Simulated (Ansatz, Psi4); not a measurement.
**Exact exchange and the HOMO–LUMO gap of CO2 (carbon dioxide)**

CO2: 3 atoms, total charge 0, spin state singlet. As SMILES, `O=C=O`. The shape is that of a PBE0-D4/def2-TZVP optimisation.

The HOMO–LUMO gap y, in eV, basis cc-pVTZ; a is the functional's share of exact exchange. Programs: Ansatz 0.2.0, Psi4 1.11.

| functional | program | a | y (eV) |
| --- | --- | --- | --- |
| TPSS | Psi4 | 0 | 9.16 |
| revPBE | Psi4 | 0 | 8.94 |
| B3LYP | Psi4 | 0.2 | 11.15 |
| PBE0 | Psi4 | 0.25 | 11.79 |
| r2SCAN0 | Ansatz | 0.25 | ? |
| BHLYP | Psi4 | 0.5 | 14.45 |

Question: Fit y = c + s·a to the known rows and predict r2SCAN0.

Answer: 
1. Means of the 5 rows: a = 0.1900, y = 11.098.
2. Σ(Δa)² = 0.172, Σ(Δa·Δy) = 1.8594, so the slope is 1.8594/0.172 = 10.81.
3. Intercept: 11.098 − (10.81) × 0.1900 = 9.044. The largest residual of the fit is 0.12.
4. r2SCAN0: 9.044 + (10.81) × 0.25 = 11.75 eV.

The run gave 12.31 eV, so the prediction is off by -0.56 eV, more than the largest residual. Exact exchange lowers occupied levels and raises empty ones. The rows mix families of semi-local functionals, which the line can't see.

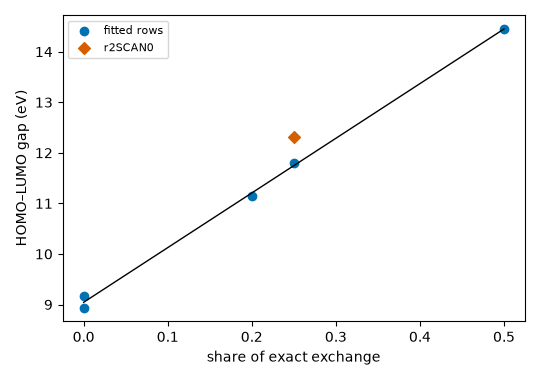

The fitted line, with the withheld row.
